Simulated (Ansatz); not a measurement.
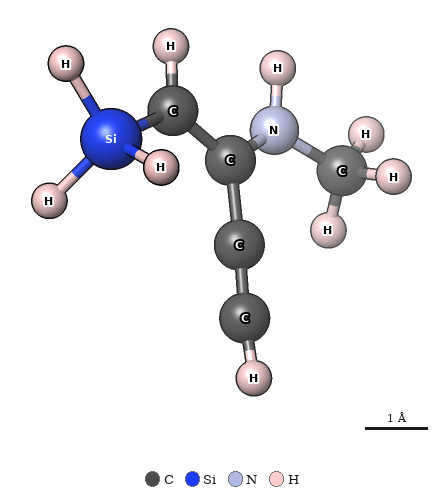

Figure 1. The structure as given in the input (ball-and-stick view, seen at a tilt).

Geometry relaxation of C₅H₉NSi (part 1 of 2)

System: C₅H₉NSi.
Method: UKS PBE0-D4/STO-3G (Ansatz 0.2.0).

It belongs to a series of runs on one base structure; here: end point A relaxed.

### Log
```
The last accepted step is kept in [file] (removed where the run ends without a failure and the disk answers)
Engine: ansatz 0.2.0, aarch64-unknown-linux-gnu
Functional definition: PBE0
  parameter a = 0.25
  parameter kappa = 0.804
  parameter beta = 0.06672455060314922
  exchange = (1 - a)*pbe_x(kappa = kappa, mu = beta*pi^2/3) + a*exact_x
  correlation = pbe_c(beta = beta)
709 factors; integrals over basis functions are off by at most 1.6e-5 eV
mean field evaluation 1: about -14508.6200 eV, gradient 1.5e1 eV
mean field evaluation 2: about -14507.5370 eV, gradient 2.0e1 eV
mean field evaluation 4: about -14509.9554 eV, gradient 9.3e-1 eV
mean field evaluation 8: about -14509.8350 eV, gradient 3.0e-2 eV
mean field evaluation 16: about -14509.6129 eV, gradient 1.5e0 eV
mean field -14509.83500095 eV, -533.2266011655 hartree, gradient 2.8e-5 eV, S^2 0.000000; 1 other end points of the search recorded, 0 dependent functions left out
the calculation of the forces begins
reference -14509.83502419 eV, -533.2266020197 hartree; 30, 30 occupied and 18, 18 virtual orbitals, 709 factors
relax step   1: F+E_penalty+E_count = -14510.16849468 eV  Δ(F+E_penalty+E_count) = +0.000e0 eV  max|allowed force component| = 4.178e0 eV/Å  Δτ_max = 0.0000 Å  (38 SCF iters, accepted)
these checks for a lower state are left out or cut short: starts, cluster_reference, orbital_swaps, neighbouring_geometries, increment
709 factors; integrals over basis functions are off by at most 1.9e-5 eV
mean field -14510.30466762 eV, -533.2438610974 hartree, gradient 1.4e-5 eV, S^2 0.000000; 0 other end points of the search recorded, 0 dependent functions left out
[... from here on the field's lines of each further geometry are left out, up to the last ...]
relax step   2: F+E_penalty+E_count = -14510.63902160 eV  Δ(F+E_penalty+E_count) = -4.705e-1 eV  max|allowed force component| = 1.150e0 eV/Å  Δτ_max = 0.1008 Å  (33 SCF iters, accepted)
relax step   3: F+E_penalty+E_count = -14510.69091717 eV  Δ(F+E_penalty+E_count) = -5.190e-2 eV  max|allowed force component| = 3.088e-1 eV/Å  Δτ_max = 0.0938 Å  (32 SCF iters, accepted)
relax step   4: F+E_penalty+E_count = -14510.71852778 eV  Δ(F+E_penalty+E_count) = -2.761e-2 eV  max|allowed force component| = 2.257e-1 eV/Å  Δτ_max = 0.0579 Å  (31 SCF iters, accepted)
relax step   5: F+E_penalty+E_count = -14510.75241476 eV  Δ(F+E_penalty+E_count) = -3.389e-2 eV  max|allowed force component| = 4.891e-1 eV/Å  Δτ_max = 0.1465 Å  (32 SCF iters, accepted)
relax step   6: F+E_penalty+E_count = -14510.76192660 eV  Δ(F+E_penalty+E_count) = -9.512e-3 eV  max|allowed force component| = 2.100e-1 eV/Å  Δτ_max = 0.0967 Å  (32 SCF iters, accepted)
relax step   7: F+E_penalty+E_count = -14510.76676282 eV  Δ(F+E_penalty+E_count) = -4.836e-3 eV  max|allowed force component| = 1.261e-1 eV/Å  Δτ_max = 0.0474 Å  (33 SCF iters, accepted)
relax step   8: F+E_penalty+E_count = -14510.76991645 eV  Δ(F+E_penalty+E_count) = -3.154e-3 eV  max|allowed force component| = 1.081e-1 eV/Å  Δτ_max = 0.0738 Å  (31 SCF iters, accepted)
relax step   9: F+E_penalty+E_count = -14510.77103261 eV  Δ(F+E_penalty+E_count) = -1.116e-3 eV  max|allowed force component| = 2.805e-2 eV/Å  Δτ_max = 0.0585 Å  (33 SCF iters, accepted)
relax step  10: F+E_penalty+E_count = -14510.77126866 eV  Δ(F+E_penalty+E_count) = -2.361e-4 eV  max|allowed force component| = 4.228e-2 eV/Å  Δτ_max = 0.0298 Å  (33 SCF iters, accepted)
the calculation of the forces begins
reference -14510.43397863 eV, -533.2486131892 hartree; 30, 30 occupied and 18, 18 virtual orbitals, 709 factors
relax step  11: F+E_penalty+E_count = -14510.77138492 eV  Δ(F+E_penalty+E_count) = -1.163e-4 eV  max|allowed force component| = 1.466e-2 eV/Å  Δτ_max = 0.0042 Å  (27 SCF iters, accepted)
709 factors; integrals over basis functions are off by at most 3.2e-5 eV
mean field evaluation 96: about -14510.4335 eV, gradient 2.7e-1 eV
```

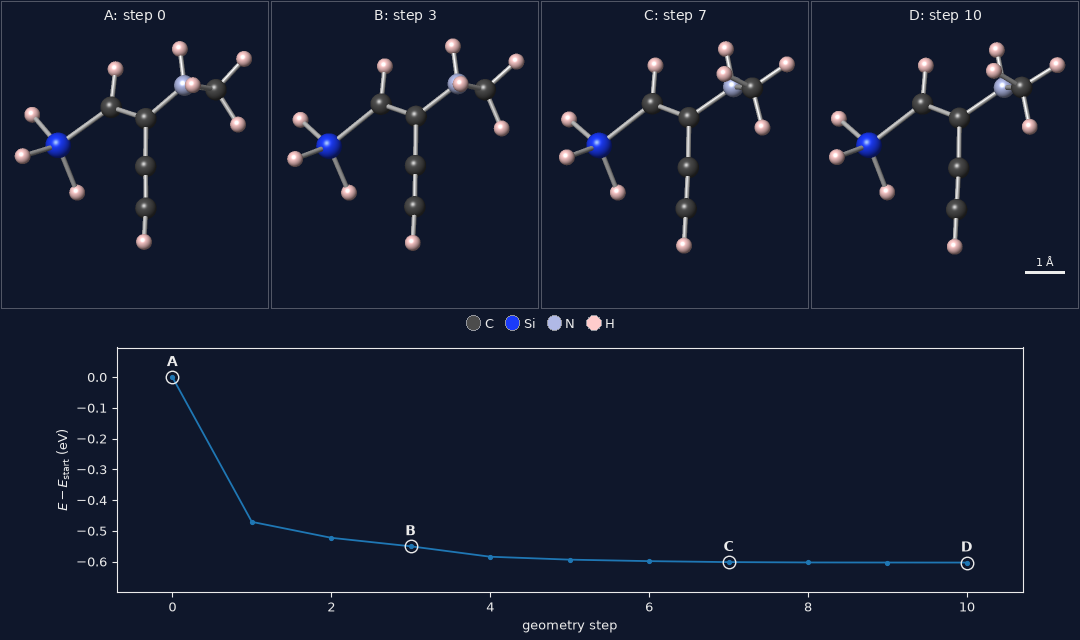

Figure 2. Frames of the relaxation (ball-and-stick view, seen at a tilt) above the curves, on which the letters mark them (the first geometry is step 0 here and step 1 in the log).

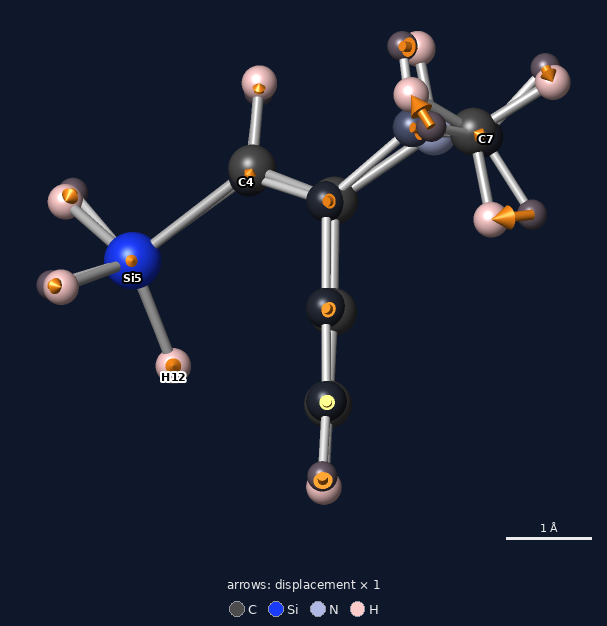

Figure 3. Start (faint) and end (solid) with the displacements as orange arrows, at true length (ball-and-stick view, seen at a tilt). The two geometries are laid on each other by the best rigid fit. The atom that moves furthest after the best rigid fit is H14 (0.57 Å). By element the largest moves are H 0.57 Å, N 0.32 Å, C 0.18 Å, Si 0.10 Å. Among the contacts that change: C3–N6 1.376 → 1.448 Å, C3–C4 1.424 → 1.354 Å, N6–C7 1.431 → 1.492 Å, C1–H8 1.025 → 1.078 Å. Among the angles that change: C3–N6–C7 125.0° → 115.8°, C3–N6–H13 115.9° → 108.4°, N6–C7–H14 115.2° → 108.6°. Over 10 geometry steps the energy falls by 0.603 eV. The largest force component goes from 4.2 to 0.015 eV/Å. (Atoms are counted from 1 in the order of the input.)

```
mean field -14510.43395606 eV, -533.2486123600 hartree, gradient 1.1e-5 eV, S^2 0.000000; 1 other end points of the search recorded, 0 dependent functions left out
the calculation of the forces begins
reference -14510.43397863 eV, -533.2486131892 hartree; 30, 30 occupied and 18, 18 virtual orbitals, 709 factors
Total energy: -14510.77140748 eV, -533.2610134708 hartree
Atom 0 at    -0.463795    -2.158076    -0.931523 Å, force     0.002090    -0.005834     0.000534 eV/Å
Atom 1 at    -0.211015    -1.141173    -0.339806 Å, force    -0.005899     0.006038    -0.009123 eV/Å
Atom 2 at     0.116932     0.110133     0.332706 Å, force     0.002038     0.004955     0.000883 eV/Å
Atom 3 at     1.046965     0.957410    -0.167505 Å, force     0.005211    -0.008736     0.013947 eV/Å
Atom 4 at     2.027558     0.627956    -1.698831 Å, force    -0.002260     0.004508     0.000691 eV/Å
Atom 5 at    -0.534492     0.313468     1.610259 Å, force     0.004649    -0.014655    -0.005692 eV/Å
Atom 6 at    -1.981090    -0.045696     1.666913 Å, force     0.000474     0.002098     0.004421 eV/Å
Atom 7 at    -0.687734    -3.071000    -1.459526 Å, force    -0.000656     0.003458     0.003602 eV/Å
Atom 8 at     1.225058     1.878297     0.396539 Å, force    -0.004694     0.001597    -0.005804 eV/Å
Atom 9 at     2.972287     1.701590    -1.890260 Å, force    -0.000718     0.000113    -0.001738 eV/Å
Atom 10 at     1.162808     0.560774    -2.854425 Å, force     0.002981    -0.002910    -0.000977 eV/Å
Atom 11 at     2.749491    -0.618811    -1.595855 Å, force     0.000206    -0.000244    -0.000087 eV/Å
Atom 12 at    -0.407502     1.315232     1.891127 Å, force     0.001196     0.010494     0.001194 eV/Å
Atom 13 at    -2.091696    -1.102349     1.383116 Å, force     0.001157    -0.000909    -0.001208 eV/Å
Atom 14 at    -2.330581     0.083745     2.702599 Å, force    -0.000929    -0.002290     0.001589 eV/Å
Atom 15 at    -2.615993     0.565699     0.998572 Å, force    -0.004847     0.002317    -0.002232 eV/Å
Dipole moment:    -0.236737     0.159585     0.010250 e Å
```

### Trajectory as extended XYZ (Å, eV, eV/Å), 11 frames, from step=1 to step=11
```
16
Properties=species:S:1:pos:R:3:forces:R:3 step=1 energy=-14510.16849
C    -0.6349   -2.1330   -0.9855    1.0537   3.9373   2.0195
C    -0.3535   -1.0813   -0.4393   -0.7309  -2.8085  -1.4852
C     0.0138    0.1228    0.2123    4.1781   2.3827  -1.7942
C     1.1286    0.8980   -0.2178   -3.2396  -1.1615   1.6903
Si    2.1306    0.6449   -1.6923    1.6466  -0.0275  -0.5602
N    -0.6756    0.4427    1.3599    0.2362   0.0715   1.5848
C    -1.9203   -0.1397    1.7594   -2.1713   0.2225   0.0234
H    -0.9386   -2.9673   -1.4977   -0.7273  -2.3727  -1.3390
H     1.3222    1.7983    0.3799   -0.1137  -0.1964   0.0131
H     3.0999    1.7761   -1.7241   -0.7276  -0.8627  -0.1655
H     1.3202    0.6553   -2.9054    0.2942  -0.1395   0.2087
H     2.9159   -0.6065   -1.5602   -0.5392   0.6823  -0.3599
H    -0.5555    1.3903    1.6987    0.4214   1.1462   0.2964
H    -1.9010   -1.2140    1.9074    0.3533  -0.7916  -0.3046
H    -2.2603    0.2739    2.7159    0.3064   0.3091   0.2218
H    -2.7143    0.1167    1.0329   -0.2405  -0.3913  -0.0492
16
Properties=species:S:1:pos:R:3:forces:R:3 step=2 energy=-14510.63902
C    -0.6042   -2.0811   -1.0023   -0.1996  -0.0129  -0.2214
C    -0.3167   -1.0624   -0.4345    0.0222  -0.3204   0.1669
C     0.0719    0.1408    0.2619    0.8179   1.1495  -0.8617
C     1.0803    0.9461   -0.2066   -0.6205  -0.5287   0.7546
Si    2.1338    0.6209   -1.6658    0.2516  -0.0654  -0.5922
N    -0.6670    0.4728    1.4135    0.0019  -0.1470   0.7394
C    -1.9523   -0.1336    1.7558   -0.5631  -0.2763   0.0287
H    -0.9211   -2.9459   -1.5560    0.0446  -0.1892  -0.0340
H     1.2737    1.8345    0.4023    0.0182   0.0458  -0.1231
H     3.0787    1.7087   -1.7914   -0.0188  -0.0957   0.0400
H     1.3679    0.5672   -2.8945   -0.0581   0.0493   0.1249
H     2.8651   -0.6289   -1.6053   -0.0535   0.0951   0.1860
H    -0.5364    1.4361    1.7641    0.1027   0.1752  -0.1034
H    -1.8639   -1.2300    1.8501    0.1266   0.0569  -0.0765
H    -2.2754    0.2603    2.7323    0.0488   0.0243  -0.0324
H    -2.7573    0.0717    1.0205    0.0792   0.0393   0.0041
16
Properties=species:S:1:pos:R:3:forces:R:3 step=3 energy=-14510.69092
C    -0.5899   -2.0782   -0.9968   -0.2342  -0.1800  -0.3088
C    -0.3209   -1.0447   -0.4433   -0.0007  -0.0302   0.1543
C     0.0473    0.1923    0.2328    0.2088  -0.0554   0.0898
C     1.0800    0.9574   -0.1998   -0.1607   0.2177  -0.0126
Si    2.1273    0.6093   -1.6722   -0.0596  -0.0272  -0.1437
N    -0.6503    0.4693    1.4431    0.0265  -0.2125   0.2024
C    -1.9583   -0.1357    1.7474   -0.1516  -0.1921  -0.0529
H    -0.8835   -2.9711   -1.5375    0.1536   0.1798   0.1876
H     1.2577    1.8701    0.3770    0.1118  -0.0284  -0.0195
H     3.0872    1.6725   -1.8058    0.0883   0.0753  -0.0156
H     1.3380    0.5556   -2.8822   -0.0223   0.0059   0.0239
H     2.8396   -0.6407   -1.5625    0.0020  -0.0527   0.0752
H    -0.5102    1.4301    1.8112   -0.0498   0.0414  -0.1532
H    -1.8665   -1.2410    1.7570    0.0051   0.2873   0.0013
H    -2.2628    0.2029    2.7525   -0.0036  -0.0688  -0.1171
H    -2.7576    0.1291    1.0232    0.0863   0.0396   0.0889
```
